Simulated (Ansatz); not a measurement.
System: C2H6AlF.

Input file:

```
crystal:
  periodic: [false, false, false]
  atoms:
    - { symbol: C, position_ang: [-0.509, 1.387, -0.8096] }
    - { symbol: Al, position_ang: [-0.3508, -0.5077, -0.4137] }
    - { symbol: C, position_ang: [0.7593, -1.0755, 1.1021] }
    - { symbol: F, position_ang: [-1.1111, -1.7258, -1.4276] }
    - { symbol: H, position_ang: [-1.2212, 1.5473, -1.718] }
    - { symbol: H, position_ang: [-1.0018, 1.9632, 0.0535] }
    - { symbol: H, position_ang: [0.463, 1.8738, -1.0409] }
    - { symbol: H, position_ang: [0.2149, -1.6286, 1.8361] }
    - { symbol: H, position_ang: [1.2231, -0.1648, 1.6548] }
    - { symbol: H, position_ang: [1.6167, -1.7201, 0.7664] }
basis:
  gaussian: { orbitals: def2-SVP }
hamiltonian:
  xc: b3lyp
  dispersion: d4
relax:
  f_tol: 0.015
  max_steps: 40
output:
  orbitals: {}
```

Run with:

```sh
ansatz run input.yaml --threads 1 --pin off --max-ram 2048MiB --backend cpu --events-out ev --progress --plain --runs-dir out
```

The fields are those of the relaxed geometry.

Theory: RKS B3LYP-D4/def2-SVP (Ansatz).

**What can the converged electron density and electron localisation function tell about the bonding?**

Al–F (1.68 Å): ρ at the midpoint is about 0.77 e/Å³; the ELF peaks at about 0.85 in the valence shell of F, 0.5 Å from its nucleus, and is about 0.30 at the midpoint.
C–Al (1.95 Å): the density is about 0.74 e/Å³ at the midpoint; the ELF peaks at about 0.95 between the atoms, as expected for a shared but strongly polarised pair.
C–H (1.10 Å): ρ at the midpoint is about 1.8 e/Å³; the ELF climbs to about 1 towards the hydrogen, as it does in any bond to H (an ordinary covalent bond to hydrogen).

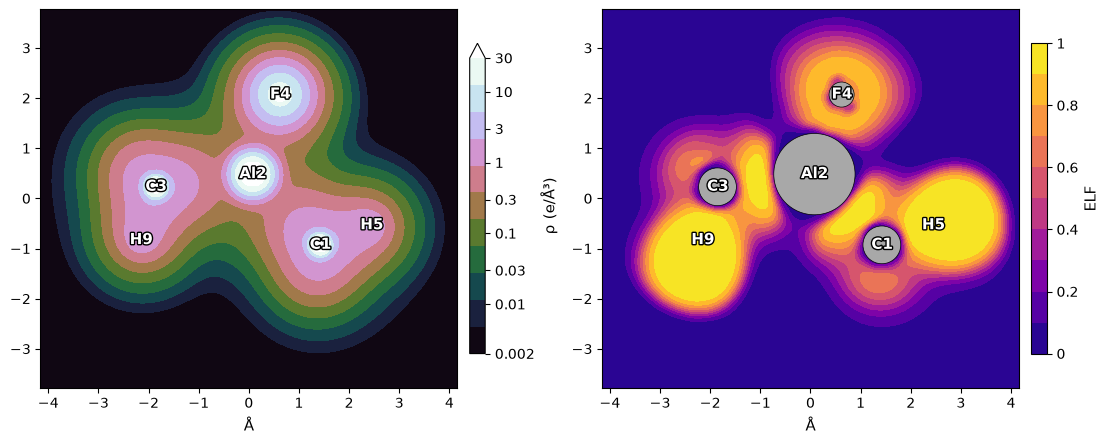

Computed electron density and electron localisation function on the plane of atoms C1, Al2 and F4, in this order. Grey discs cover the atomic cores in the ELF map. 
